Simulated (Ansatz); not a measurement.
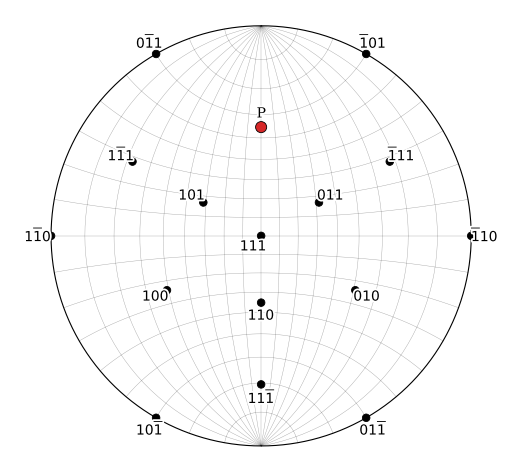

Stereographic projection of plane normals (upper hemisphere) centred on (1 1 1). Crystal: Sr, the input geometry of an electronic-structure calculation (not necessarily at equilibrium). Geometry calculated from the standardised cell; symmetry tolerance 0.002 Å.

a = 6.132 Å, b = 6.132 Å, c = 6.132 Å, α = 90.00°, β = 90.00°, γ = 90.00°.

**Index the pole marked P.**

P is (0 0 1), 54.7° from the centre.

**What is the angle between the normals of (0 −1 1) and (1 1 0), and what are their d_hkl = 1/|g|?**

120.0°; d = 4.336 Å and 4.336 Å.
